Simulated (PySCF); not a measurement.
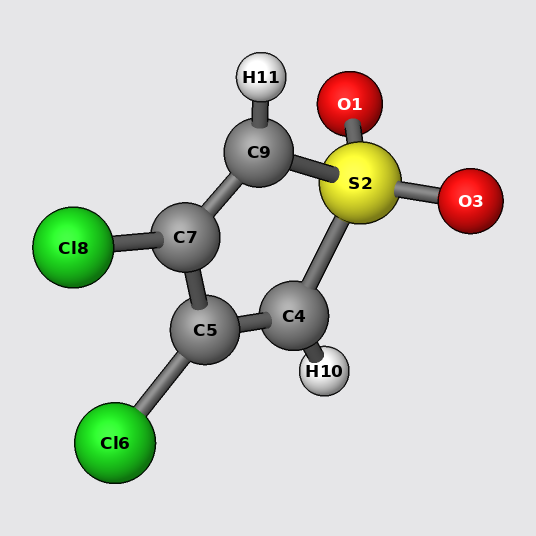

The geometry was computed by an optimisation with GFN2-xTB. No frequency run is at hand to confirm it as a minimum. Properties computed with GIAO PBE0/pcSseg-1 NMR shielding, non-relativistic, gas phase (PySCF 2.14.0). Principal shieldings σ11 ≤ σ22 ≤ σ33, span Ω = σ33 − σ11, skew κ = 3(σiso − σ22)/Ω.

Give the shielding tensors of the S atoms.

```json
{"atom": "S2", "σ11": "61.0", "σ22": "169.3", "σ33": "343.4", "σiso": "191.2", "Ω": "282.4", "κ": "0.23"}
```

Shieldings and span in ppm.
